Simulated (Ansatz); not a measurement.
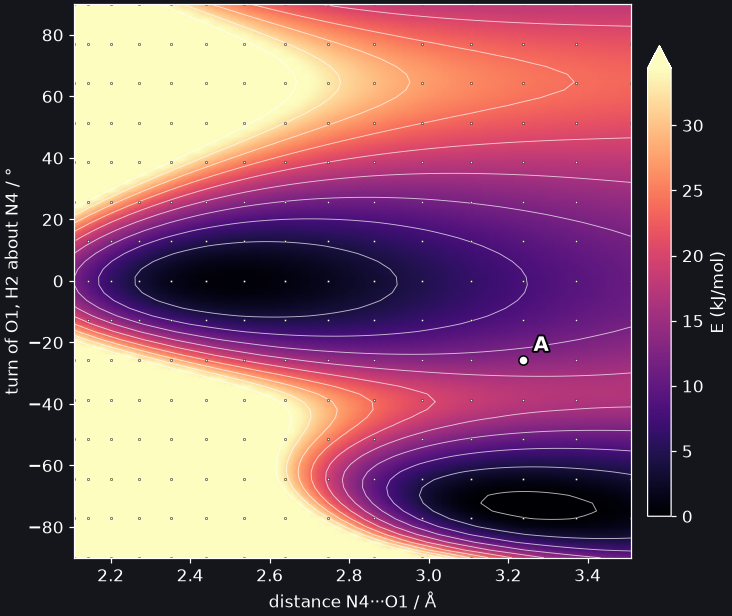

The pair HO···N₂, charge −1. The turn is about an axis along (−0.94, −0.34, 0.02) in the frame of the relaxed pair, normal to the line between the partners. The first coordinate is: distance N4···O1; the second: turn of O1, H2 about N4. Grid: 15 × 15 points. Points are written as (first, second). All energies are given in kJ/mol relative to the lowest grid point. All numbers below come from RKS PBE-D4/def2-TZVPD (Ansatz 0.2.0).

In the figure: a smooth colour map with a few white contour lines, dots at the grid points, one colour for all values above the top of the scale, the point A. Between grid points the surface is interpolated.

Which way does the force act at A, and how strong is it?

Answer. A, at (3.237 Å, −25.7°), is not a stationary point. The computed force is 3.6 kJ/mol for each Å towards smaller values of distance N4···O1 and 0.44 kJ/mol for each degree towards larger values of turn of O1, H2 about N4.
